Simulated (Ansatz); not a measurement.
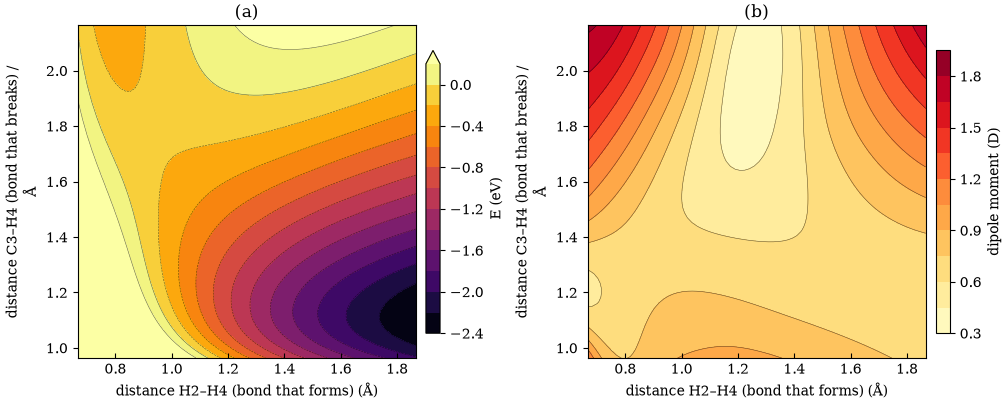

The reacting system CH5Al. First axis: distance H2–H4 (bond that forms). Second axis: distance C3–H4 (bond that breaks). Relaxed at each point: all other coordinates. The grid has 9 × 9 points. Points are written as (first, second). Energies: eV, counted from a guessed transition structure relaxed with its forming and breaking bonds held. The reference is spin-restricted, so regions where a bond is pulled apart into radicals lie too high. Theory: RKS r2SCAN-D4/def2-TZVP (Ansatz 0.2.0).

Panel (a) is the energy; panel (b) is the computed dipole moment, in D.

The picture shows filled contours, one colour for all values above the top of the scale. Between grid points the surface is interpolated.

Q: How does the dipole moment vary over the map, and what is it at the lowest grid point?

A: Leaving out the highest fifth of the energies, it runs from 0.41 D at (1.171 Å, 1.801 Å) to 1.83 D at (0.666 Å, 2.163 Å). At the lowest grid point, (1.866 Å, 1.052 Å), it is 0.66 D. That point lies on the edge of the scan.
